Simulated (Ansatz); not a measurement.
Input file:

```
crystal:
  periodic: [false, false, false]
  atoms:
    - {symbol: B, position_ang: [0.602569, 0.509337, -0.066606]}
    - {symbol: C, position_ang: [2.179479, 0.505173, -0.047534]}
    - {symbol: H, position_ang: [2.603086, -0.188956, -0.805299]}
    - {symbol: H, position_ang: [2.488632, 0.069818, 0.932868]}
    - {symbol: H, position_ang: [2.671174, 1.494038, -0.138982]}
    - {symbol: C, position_ang: [-0.190591, 1.871682, -0.033210]}
    - {symbol: H, position_ang: [-0.160574, 2.261308, -1.079745]}
    - {symbol: H, position_ang: [0.309742, 2.652702, 0.576529]}
    - {symbol: H, position_ang: [-1.260019, 1.809503, 0.250406]}
    - {symbol: C, position_ang: [-0.180072, -0.879432, -0.092032]}
    - {symbol: C, position_ang: [-1.272004, -0.928472, -1.174933]}
    - {symbol: C, position_ang: [-0.784263, -1.111969, 1.310001]}
    - {symbol: H, position_ang: [0.539544, -1.706873, -0.286969]}
    - {symbol: H, position_ang: [-0.854648, -0.797557, -2.195246]}
    - {symbol: H, position_ang: [-2.030969, -0.131645, -1.024509]}
    - {symbol: H, position_ang: [-1.812160, -1.899935, -1.161642]}
    - {symbol: H, position_ang: [-1.318877, -2.085444, 1.358542]}
    - {symbol: H, position_ang: [-0.010747, -1.121995, 2.106595]}
    - {symbol: H, position_ang: [-1.519293, -0.321293, 1.571775]}
basis:
  gaussian: {orbitals: def2-TZVP, initial_orbitals: start.molden}
hamiltonian: {xc: pbe0, dispersion: d4}
scf: {omitted_lower_state_checks: [starts]}
output: {orbitals: {seedname: orbitals}}
```

Command:

```sh
ansatz run in.yaml --threads 4 --pin off --events-out ev --progress --plain --max-ram 4787MiB
```

Geometry: PBE-D4/def2-SVP.

All numbers below come from Ansatz, RKS PBE0-D4/def2-TZVP.

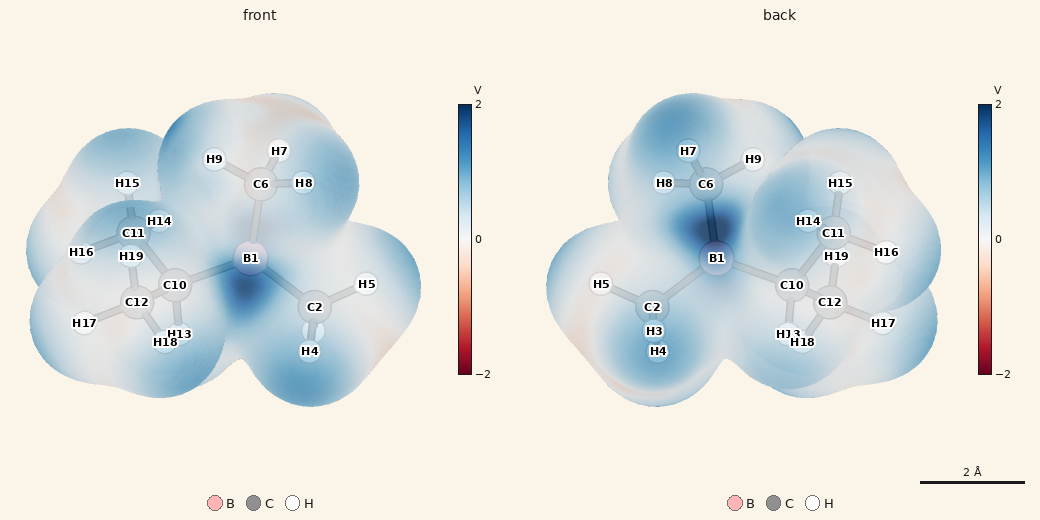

C5H13B (BMe2(iPr)). The molecular electrostatic potential painted on the density surface at 0.004 e/bohr³, seen from the front and from behind; red is negative and blue positive.

### Where is the surface potential most negative and most positive?

The most negative region (about −0.2 V) lies over C2 and C6, the most positive (about +1.8 V) over B1.
